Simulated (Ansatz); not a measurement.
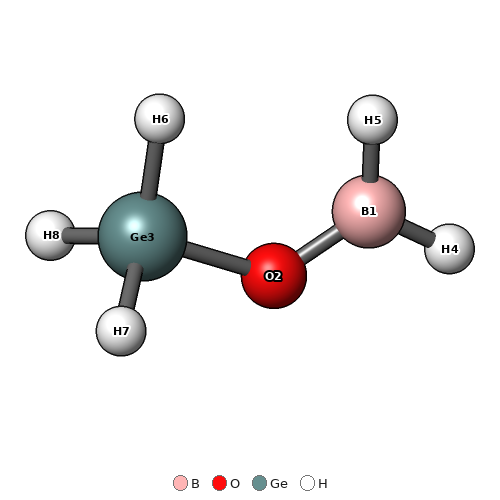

The system is BGeH₅O, SMILES B[O][GeH3]; the picture shows the reference structure. 
- First axis: dihedral H4–B1–O2–Ge3. Second axis: dihedral B1–O2–Ge3–H6.
- Nothing is relaxed (all other coordinates rigid).
- The grid has 18 × 17 points; 279 points were computed and 27 follow by symmetry.
- Points are written as (first, second).
- Energies: eV, counted from the lowest grid point.
- Method: Ansatz 0.2.0, RKS PBE-D4/def2-TZVP.

Its coordinates:

```xyz
8

B    -0.7169    0.8830   -1.0989
O    -0.2095   -0.3298   -0.7841
Ge    0.5623   -0.7529    0.8145
H    -1.1967    1.0123   -2.1994
H    -0.6886    1.8000   -0.3045
H     0.5239    0.5018    1.7164
H     2.0006   -1.1962    0.4743
H    -0.2753   -1.9181    1.3818
```

Range: dihedral H4–B1–O2–Ge3 from −180 to 160°; dihedral B1–O2–Ge3–H6 from −90.0 to 90.0°.

What landscape does the calculation give?

Answer. The lowest grid point is at (−180°, 0.0°). The energy also falls towards the edge at (−180°, 90.0°) (0.015 eV above the lowest) and (−180°, −90.0°) (0.015 eV above the lowest), where a further well may lie outside the range. There is a further well near (0°, 0.0°) (0.018 eV above the lowest at that grid point). The highest grid point, (−80°, −11.2°), lies 0.401 eV above the lowest. On the interpolated surface the easiest way out of the lowest well to the well at (0°, 0.0°) passes a barrier of about 0.38 eV.

| dihedral B1–O2–Ge3–H6 ↓, dihedral H4–B1–O2–Ge3 → | −180 | −140 | −100 | −60 | −20 | 20 | 60 | 100 | 140 |
| --- | --- | --- | --- | --- | --- | --- | --- | --- | --- |
| 90.0 | 0.015 | 0.152 | 0.381 | 0.310 | 0.080 | 0.065 | 0.292 | 0.387 | 0.172 |
| 67.5 | 0.022 | 0.158 | 0.370 | 0.292 | 0.078 | 0.074 | 0.289 | 0.370 | 0.161 |
| 45.0 | 0.018 | 0.171 | 0.378 | 0.281 | 0.064 | 0.082 | 0.304 | 0.368 | 0.145 |
| 22.5 | 0.006 | 0.174 | 0.393 | 0.289 | 0.055 | 0.076 | 0.315 | 0.383 | 0.144 |
| 0.0 | 0.000 | 0.159 | 0.397 | 0.308 | 0.061 | 0.061 | 0.308 | 0.397 | 0.159 |
| −22.5 | 0.006 | 0.144 | 0.383 | 0.315 | 0.076 | 0.055 | 0.289 | 0.393 | 0.174 |
| −45.0 | 0.018 | 0.145 | 0.368 | 0.304 | 0.082 | 0.064 | 0.281 | 0.378 | 0.171 |
| −67.5 | 0.022 | 0.161 | 0.370 | 0.289 | 0.074 | 0.078 | 0.292 | 0.370 | 0.158 |
| −90.0 | 0.015 | 0.172 | 0.387 | 0.292 | 0.065 | 0.080 | 0.310 | 0.381 | 0.152 |

The table holds every second grid line.

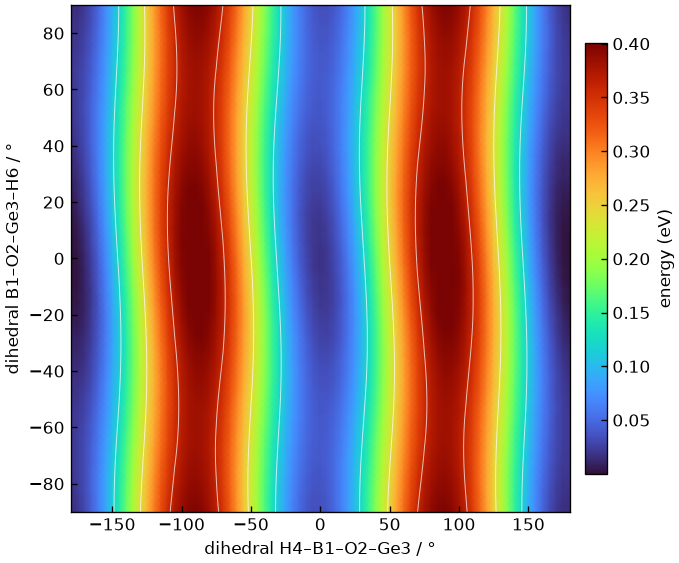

In the figure: a smooth colour map with a few white contour lines. Between grid points the surface is interpolated.

Each point was launched as `ansatz run input.yaml --threads 1 --pin off --max-ram 2560MiB --backend cpu --events-out ev --progress --plain --runs-dir out`. The whole map (279 points run) took 17 min on 1 thread of Arm Neoverse V2 (shared host).
